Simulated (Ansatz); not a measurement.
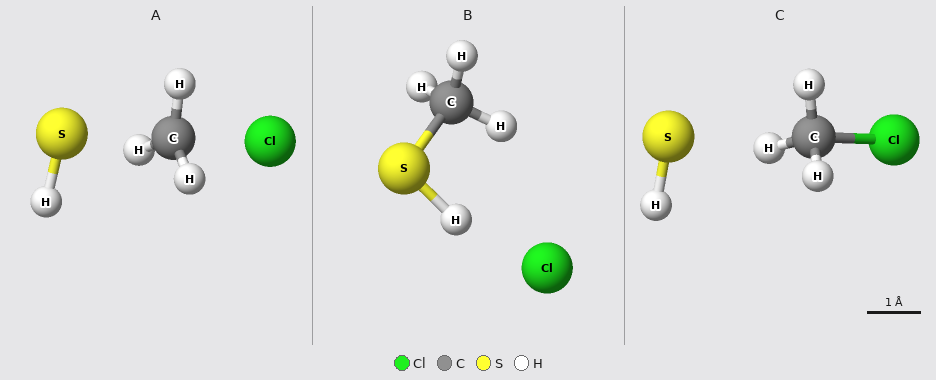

Three geometries of CH4ClS (charge −1): a saddle point and the two minima that it joins, in shuffled order. The picture is a ball-and-stick view, seen at a tilt. Sticks join atoms that are closer than about 1.2 times the sum of their covalent radii (a little more with hydrogen).

Stationary points at PBE0-D4/def2-TZVPD, single-point energies with CCSD(T)/CBS, CAM-B3LYP-D4, BHLYP-D4, r2SCAN-D4 (def2-TZVPPD where no basis is named; Ansatz 0.2.0). The energies are electronic, without zero-point or thermal terms, and both ends are the minima reached downhill from the saddle, with any fragments still in contact. CCSD(T)/CBS stands for a frozen-core estimate: MP2 correlation extrapolated from def2-TZVPPD and def2-QZVPPD, CCSD(T) minus MP2 from the smaller set.

Q: Identify the saddle point and describe the reaction.

A: Frame A is the saddle point. Counted by bonded pieces, C holds CH₃Cl + SH and B holds CH₄S + Cl. From C over the saddle to B, a bond forms: C–S (3.27 → 2.53 → 1.81 Å). A bond breaks: C–Cl (1.82 → 2.19 → 3.63 Å). The saddle has one imaginary mode, 414i cm⁻¹. With CCSD(T)/CBS the barrier is 8.6 kcal/mol from C and 32.7 kcal/mol from B, and B lies 24.0 kcal/mol below C.

```
       level  barrier from C (kcal/mol)  barrier from B (kcal/mol)  B less C (kcal/mol)
 CCSD(T)/CBS                        8.6                       32.7                −24.0
CAM-B3LYP-D4                        8.0                       33.0                −25.0
    BHLYP-D4                        8.2                       32.6                −24.4
   r2SCAN-D4                        3.2                       28.4                −25.2
```

Against CCSD(T)/CBS, BHLYP-D4 comes closest on the barrier from C (−0.4 kcal/mol) and r2SCAN-D4 misses most (−5.4 kcal/mol).

Limits of the set-up: the start holds two separate molecules, 3.1 Å apart at their closest, whose relative position is a soft coordinate.
